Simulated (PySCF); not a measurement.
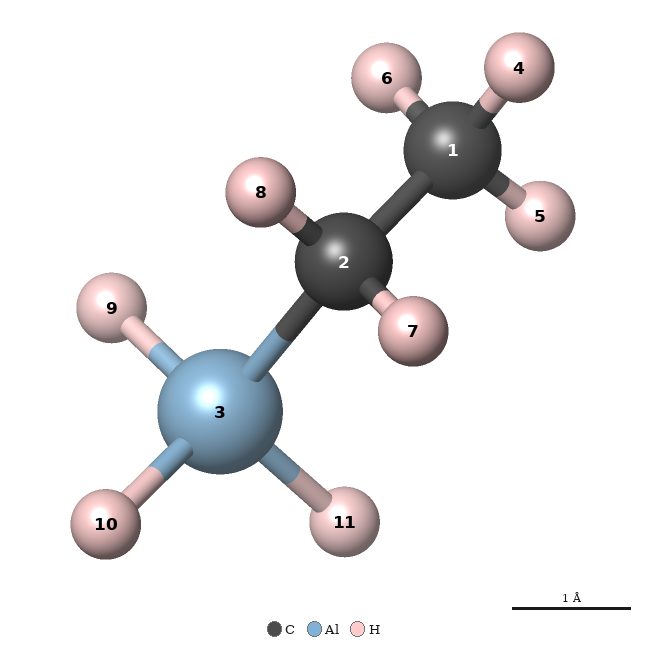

The atoms are numbered. The species has charge −1 and is a spin singlet. Computed geometry: PBE0-D3(BJ)/def2-SVP optimisation. No frequency run is at hand to confirm it as a minimum.

**How are the neighbours of atom 3 arranged?**

Al3 has 4 neighbours (C2 at 2.04, H9 at 1.66, H10 at 1.65, H11 at 1.65 Å); the arrangement is tetrahedral.

**What is the geometry at C1?**

C1 has 4 neighbours (C2 at 1.53, H4 at 1.11, H5 at 1.10, H6 at 1.11 Å); the arrangement is tetrahedral.

**What is the geometry at C2?**

C2 has 4 neighbours (C1 at 1.53, Al3 at 2.04, H7 at 1.11, H8 at 1.11 Å); the arrangement is tetrahedral.
